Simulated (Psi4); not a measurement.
# U-wB97X-D/cc-pVDZ (sweep point 5) run of C2H2F (SMILES C=[C]F)

What is the vertical electron affinity of C2H2F at U-wB97X-D/cc-pVDZ (sweep point 5)? The job is set up through a Python script.

Program for the calculation: Psi4 1.11.

## (1) The system as given

C2H2F has 5 atoms, charge 0, and is taken as a doublet. As SMILES, `C=[C]F`. Geometry: relaxed at PBE0-D4/def2-TZVP.

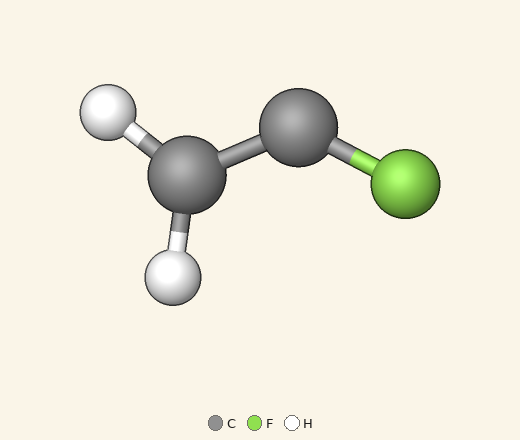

The structure, seen from a chosen angle (carbon grey, fluorine green, hydrogen white).

## (2) A single-point energy at U-wB97X-D/cc-pVDZ (sweep point 5)

Input file c2h2f.py:

```python
import psi4

psi4.set_memory(1600000000)
psi4.set_num_threads(1)
psi4.core.set_output_file('c2h2f.out', False)

mol = psi4.geometry("""
0 2
C      0.488200    -0.200400     0.008400
C     -0.592700     0.393700     0.447100
F     -1.725600     0.629500    -0.148900
H      0.534700    -0.590400    -1.005400
H      1.345200    -0.306200     0.657500
units angstrom
symmetry c1
""")

psi4.set_options({
    'basis': 'cc-pVDZ',
    'reference': 'uks',
    'puream': True,
    'scf_type': 'pk',
    'dft_radial_points': 99,
    'dft_spherical_points': 590,
    'maxiter': 150,
})

result = psi4.energy('wb97x-d')
print(f'wb97x-d energy: {result:.10f} Eh')
for k, v in sorted(psi4.core.scalar_variables().items()):
    print(f'{k:45s} {v:18.10f}')
```

The run is started by

```sh
python c2h2f.py
```

c2h2f.out, cut to the lines that bear on the results:

```text
[...]
  Running in c1 symmetry.
[...]
  Nuclear repulsion =   60.961139739115154
[...]
  Multiplicity = 2
[...]
  Nalpha       = 12
  Nbeta        = 11
[...]
    Number of basis functions: 52
[...]
   @UKS iter   1:  -176.98273256820846   -4.60673e-01   8.54359e-03 DIIS/ADIIS
[...]
   @UKS iter  11:  -177.08873084533860   -5.39424e-09   2.66275e-07 DIIS
[...]
   @S^2 Observed:                7.622810832E-01
[...]
    Orbital Energies [Eh]
    ---------------------
    Alpha Occupied:
       1A    -24.878578     2A    -10.405919     3A    -10.307364
       4A     -1.379965     5A     -0.882911     6A     -0.716096
       7A     -0.607870     8A     -0.590322     9A     -0.588447
      10A     -0.513962    11A     -0.358926    12A     -0.346582
    Alpha Virtual:
      13A      0.091367    14A      0.172197    15A      0.189611
      16A      0.274675    17A      0.360373    18A      0.518715
      19A      0.543460    20A      0.577096    21A      0.577500
      22A      0.643035    23A      0.681375    24A      0.722696
      25A      0.789680    26A      0.850228    27A      0.993734
[...]
  @UKS Final Energy:  -177.08873084533860
   => Energetics <=
    Nuclear Repulsion Energy =             60.9611397391151542
    One-Electron Energy =                -363.0016557956184897
    Two-Electron Energy =                 140.2624393235418836
    DFT Exchange-Correlation Energy =     -15.3101261163962885
    Empirical Dispersion Energy =          -0.0005279959808498
    VV10 Nonlocal Energy =                  0.0000000000000000
    Total Energy =                       -177.0887308453386026
[...]
 Multipole Moments:
 ------------------------------------------------------------------------------------
     Multipole            Electronic (a.u.)      Nuclear  (a.u.)        Total (a.u.)
 ------------------------------------------------------------------------------------
 L = 1.  Multiply by 2.5417464519 to convert [e a0] to [Debye]
 Dipole X            :         -3.7589533            4.0554146            0.2964612
 Dipole Y            :          1.5632268           -1.7111878           -0.1479610
 Dipole Z            :          0.1535187           -0.2330006           -0.0794818
 Magnitude           :                                                    0.3407332
[...]
```

On the terminal:

```text
wb97x-d energy: -177.0887308453 Eh
CURRENT ENERGY                                   -177.0887308453
CURRENT REFERENCE ENERGY                         -177.0887308453
DD SOLVATION ENERGY                                 0.0000000000
DFT FUNCTIONAL TOTAL ENERGY                      -177.0882028494
DFT TOTAL ENERGY                                 -177.0887308453
DFT VV10 ENERGY                                     0.0000000000
DFT XC ENERGY                                     -15.3101261164
DISPERSION CORRECTION ENERGY                       -0.0005279960
GRID ELECTRONS ALPHA                               12.0000000152
GRID ELECTRONS BETA                                11.0000000259
GRID ELECTRONS TOTAL                               23.0000000411
NUCLEAR REPULSION ENERGY                           60.9611397391
ONE-ELECTRON ENERGY                              -363.0016557956
PCM POLARIZATION ENERGY                             0.0000000000
PE ENERGY                                           0.0000000000
SCF ITERATION ENERGY                             -177.0887308453
SCF ITERATIONS                                     11.0000000000
SCF TOTAL ENERGY                                 -177.0887308453
TWO-ELECTRON ENERGY                               140.2624393235
WB97X-D DISPERSION CORRECTION ENERGY               -0.0005279960
XC GRID RADIAL POINTS                              99.0000000000
XC GRID SPHERICAL POINTS                          590.0000000000
XC GRID TOTAL POINTS                           279207.0000000000
```

Run time: 11 s. Hardware: 1 thread of Intel Xeon Platinum 8488C (Sapphire Rapids), shared host; peak memory 0.65 GiB.

## (3) The singlet anion

Input file job.py:

```python
import psi4

psi4.set_memory('1600 MB')
psi4.set_num_threads(1)
psi4.set_output_file('c2h2f.out', False)

m = psi4.geometry("""
-1 1
C      0.488200    -0.200400     0.008400
C     -0.592700     0.393700     0.447100
F     -1.725600     0.629500    -0.148900
H      0.534700    -0.590400    -1.005400
H      1.345200    -0.306200     0.657500
units angstrom
symmetry c1
""")

psi4.set_options({
    'basis': 'cc-pVDZ',
    'puream': True,
    'scf_type': 'pk',
    'dft_radial_points': 99,
    'dft_spherical_points': 590,
})

result, w = psi4.energy("wb97x-d", return_wfn=True)
print(f'wb97x-d energy: {result:.10f} Eh')
```

The run is started by

```sh
python job.py
```

c2h2f.out, cut to the lines that bear on the results:

```text
[...]
  Running in c1 symmetry.
[...]
  Nuclear repulsion =   60.961139739115154
[...]
  Multiplicity = 1
[...]
  Nalpha       = 12
  Nbeta        = 12
[...]
    Number of basis functions: 52
[...]
   @RKS iter   1:  -176.88563935838368   -3.63580e-01   1.10685e-02 DIIS/ADIIS
[...]
   @RKS iter   9:  -177.08178899920478   -5.35438e-08   6.57097e-07 DIIS
[...]
    Orbital Energies [Eh]
    ---------------------
    Doubly Occupied:
       1A    -24.574623     2A    -10.034913     3A    -10.015283
       4A     -1.077987     5A     -0.575188     6A     -0.422009
       7A     -0.308335     8A     -0.297096     9A     -0.288915
      10A     -0.237730    11A     -0.065896    12A      0.033144
[...]
  @RKS Final Energy:  -177.08178899920478
   => Energetics <=
    Nuclear Repulsion Energy =             60.9611397391151542
    One-Electron Energy =                -369.8173086460456034
    Two-Electron Energy =                 147.2686866714521159
    DFT Exchange-Correlation Energy =     -15.4937787677455709
    Empirical Dispersion Energy =          -0.0005279959808498
    VV10 Nonlocal Energy =                  0.0000000000000000
    Total Energy =                       -177.0817889992047753
[...]
 Multipole Moments:
 ------------------------------------------------------------------------------------
     Multipole            Electronic (a.u.)      Nuclear  (a.u.)        Total (a.u.)
 ------------------------------------------------------------------------------------
 L = 1.  Multiply by 2.5417464519 to convert [e a0] to [Debye]
 Dipole X            :         -4.6725326            4.0554146           -0.6171180
 Dipole Y            :          1.7186551           -1.7111878            0.0074673
 Dipole Z            :         -0.4219036           -0.2330006           -0.6549042
 Magnitude           :                                                    0.8998833
[...]
```

The script printed:

```text
wb97x-d energy: -177.0817889992 Eh
```

It took 6.9 s on 1 thread of Intel Xeon Platinum 8488C (Sapphire Rapids), shared host; peak memory 0.65 GiB.

## (4) Results

Level: U-wB97X-D/cc-pVDZ (sweep point 5).

```
                                                            quantity          value
                                         doublet C2H2F: total energy  -177.08873 Eh
                                        doublet C2H2F: dipole moment         0.87 D
                   doublet C2H2F: HOMO energy (highest over α and β)       -9.43 eV
                    doublet C2H2F: LUMO energy (lowest over α and β)       -0.49 eV
                                    doublet C2H2F: dispersion energy   -1.39 kJ/mol
                                                 doublet C2H2F: ⟨S²⟩          0.762
                                         singlet anion: total energy  -177.08179 Eh
                                          singlet anion: HOMO energy        0.90 eV
                                          singlet anion: LUMO energy       10.31 eV
singlet anion: HOMO–LUMO gap (to an unbound level, set by the basis)        9.41 eV
                                    singlet anion: dispersion energy   -1.39 kJ/mol
                   vertical electron affinity (to the singlet anion)      -0.189 eV
```

What this shows: The anion lies 0.19 eV (4.4 kcal/mol) above the neutral: the electron isn't bound at this level, and such a value depends on the basis. Without diffuse functions anions come out too high. The HOMO (singlet anion) lies at positive energy, 0.90 eV; only total energies tell whether the electron is bound.
